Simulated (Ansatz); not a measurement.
Consider CuH₂S₂ (charge −1).

```csv
atom,x (Å),y (Å),z (Å)
Cu,0.1329,-0.3303,0.0063
S,0.2468,-0.2744,2.1567
H,0.7749,0.9620,2.2542
S,0.0406,-0.4397,-2.1431
H,-1.1953,0.0823,-2.2742
```

Geometry: r2SCAN-D4/def2-TZVPD.

Method: RKS PBE0-D4/def2-TZVPD in Ansatz 0.2.0.

Predict the electron density and electron localisation function between the atoms.

Cu–S (2.15 Å): the density is about 0.67 e/Å³ at the midpoint; the ELF peaks at about 0.90 in the valence shell of S, 0.9 Å from its nucleus, and is about 0.50 at the midpoint.
S–H (1.35 Å): the density is about 1.4 e/Å³ at the midpoint; the ELF climbs to about 1 towards the hydrogen, as it does in any bond to H.

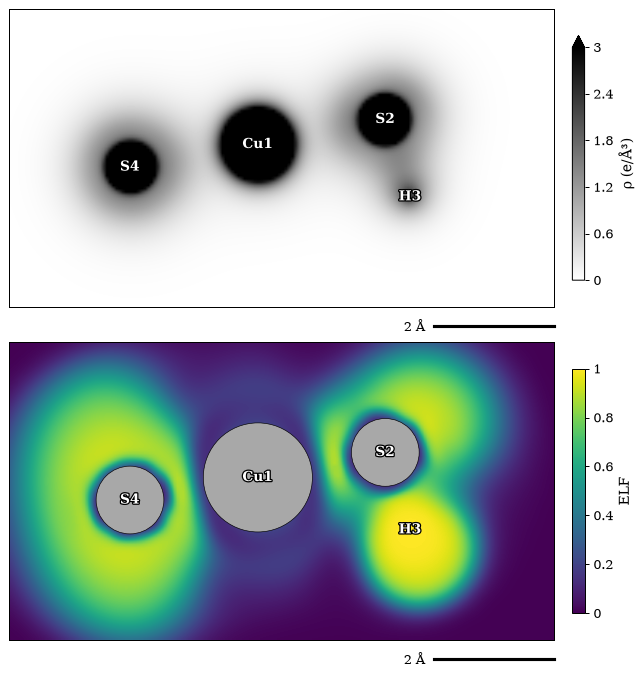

Computed electron density and electron localisation function on the plane of atoms Cu1, S2 and H3, in this order. Grey discs cover the atomic cores in the ELF map. 
